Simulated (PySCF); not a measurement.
C4H4F4 (SMILES FC/C=C(\F)C(F)F)

Input file:

```
{"job": {"kind": "uv", "xc": "CAM-B3LYP", "basis": "def2-SVPD", "nstates": 8, "ntriplets": 3}, "charge": 0, "multiplicity": 1}
F      2.674183     0.929257    -0.883837
C      1.942360     0.112094    -0.069436
C      0.483946     0.280039    -0.340789
C     -0.475844    -0.294963     0.366022
F     -0.195235    -1.094376     1.418378
C     -1.952391    -0.152268     0.107662
F     -2.265120    -0.568342    -1.143449
F     -2.331326     1.146787     0.170379
H      2.192246     0.373230     0.965770
H      2.266095    -0.916927    -0.270752
H      0.216133     0.912199    -1.173573
H     -2.553849    -0.727417     0.827598
```

Launched as:

```sh
OMP_NUM_THREADS=1 python probes_run.py task.json out
```

Geometry: GFN2-xTB.

The calculation used CAM-B3LYP/def2-SVPD, SCF density, gas phase (PySCF 2.14.0).

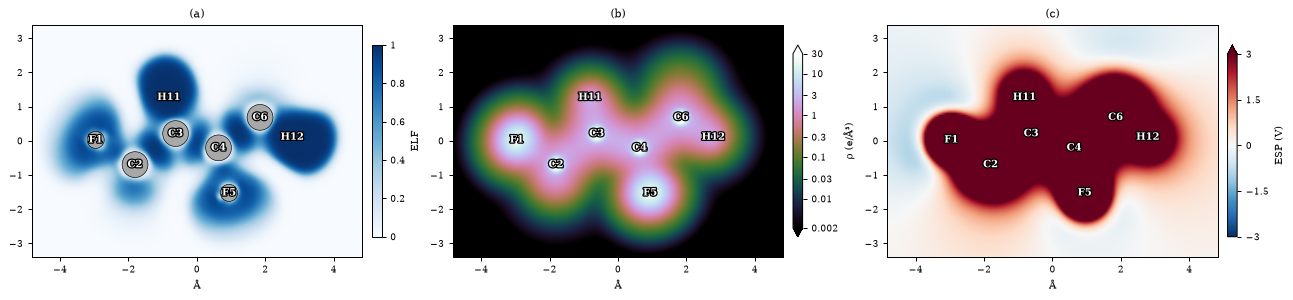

Figure 1. (a) ELF; (b) total electron density; (c) molecular electrostatic potential on the plane of atoms C4, C3 and H11. Grey discs cover the atomic cores in the ELF map.

Q: Interpret the plot.

A: The plane passes through F, C and H nuclei.
C–C (1.32 Å): ρ is about 2.4 e/Å³ halfway; the ELF peaks at about 0.90 between the atoms (a short, multiple covalent bond).
C–F (1.35 Å): ρ at the midpoint is about 2.2 e/Å³, with its minimum of 1.7 e/Å³ about 0.5 Å from C; the ELF peaks at about 0.85 between the atoms, as expected for a shared but strongly polarised pair.
C–H (1.08 Å): ρ at the midpoint is about 2 e/Å³; the ELF climbs to about 1 towards the hydrogen, as it does in any bond to H; an ordinary covalent bond to hydrogen.
C–C (1.49 Å): ρ is about 1.8 e/Å³ halfway; the ELF peaks at about 0.95 between the atoms (a shared electron pair).
The ELF also peaks beside F5 and F1, away from the bonds: lone-pair regions.
Outside the dense part of the molecule the potential is most negative (−0.9 V) near F1.

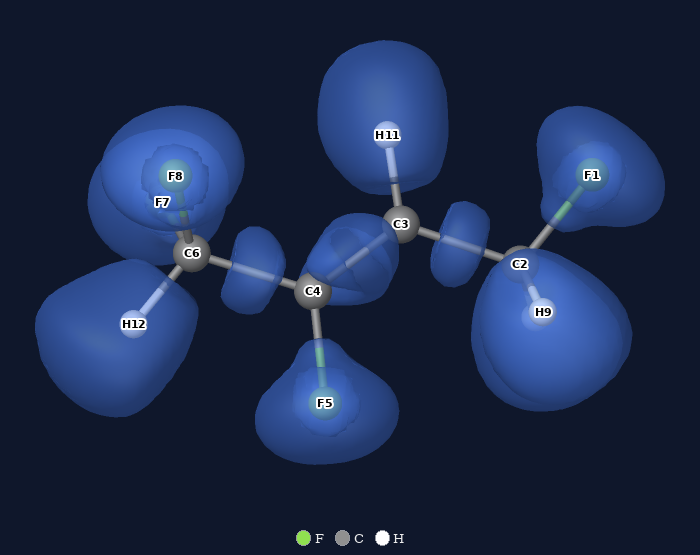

Figure 2. Isosurface of the ELF at 0.75 (blue), seen across its widest extent. Core shells and regions of very low density are left out.

Q: Where are the electrons localised?

A: The surface consists of three regions between bonded C–C atoms (shared pairs), four regions around hydrogen nuclei and four regions on F in which the atom's valence shell and bonds are merged.

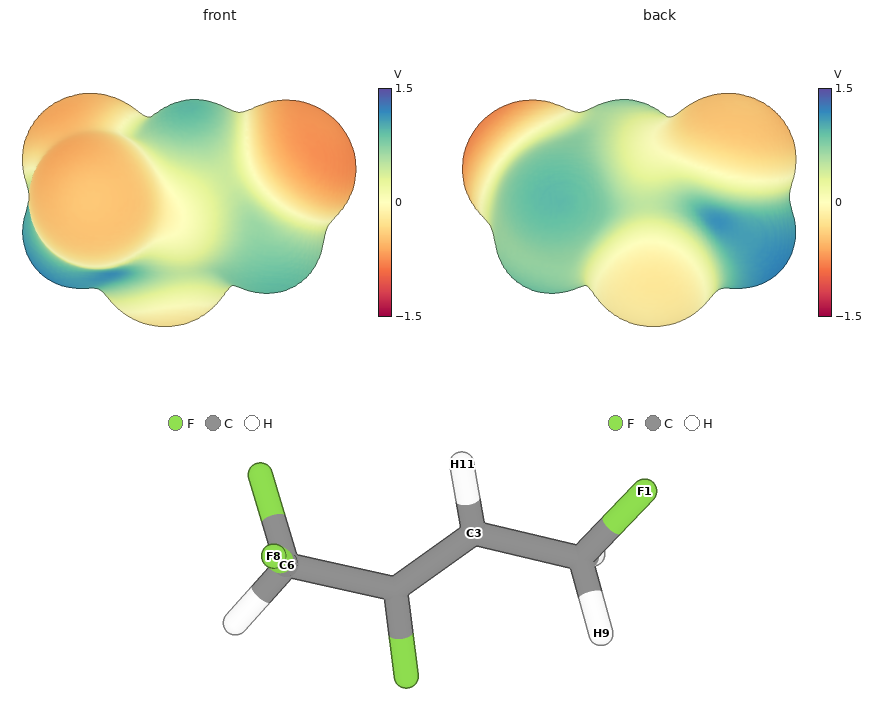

Figure 3. The molecular electrostatic potential painted on the density surface at 0.001 e/bohr³, seen from the front and from behind; red is negative and blue positive. The bare structure is drawn below in the same view.

Q: Where is the surface potential most negative and most positive?

A: The most negative region (about −0.7 V) lies over F1, the most positive (about +1.2 V) over C6 and H12.
